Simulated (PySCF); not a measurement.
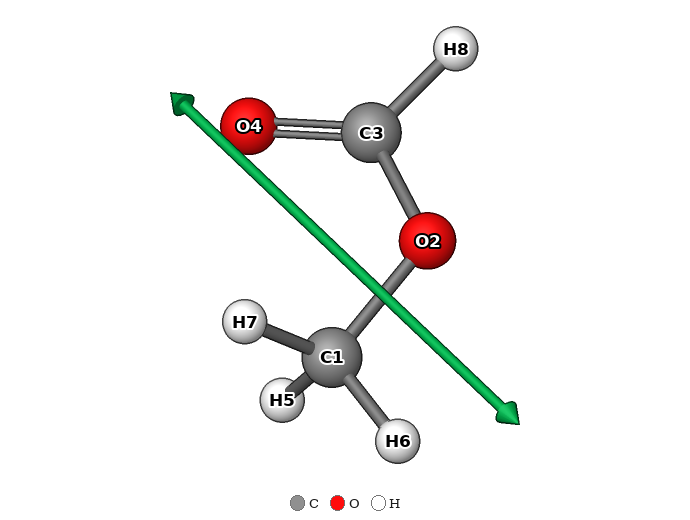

The double arrow shows the direction of the transition dipole to excited singlet state 3 (its length means nothing). The computed structure is the end point of a PBE0-D3(BJ)/def2-SVP optimisation. No frequency run is at hand to confirm it as a minimum. Level of theory: TDDFT CAM-B3LYP/def2-SVPD, vertical, gas phase, core orbitals frozen in the response (PySCF 2.14.0).

**Give its energy, strength and character.**

8.40 eV (148 nm), oscillator strength 0.10, mainly HOMO → LUMO+1 (weight 0.51); transition dipole 1.77 D.
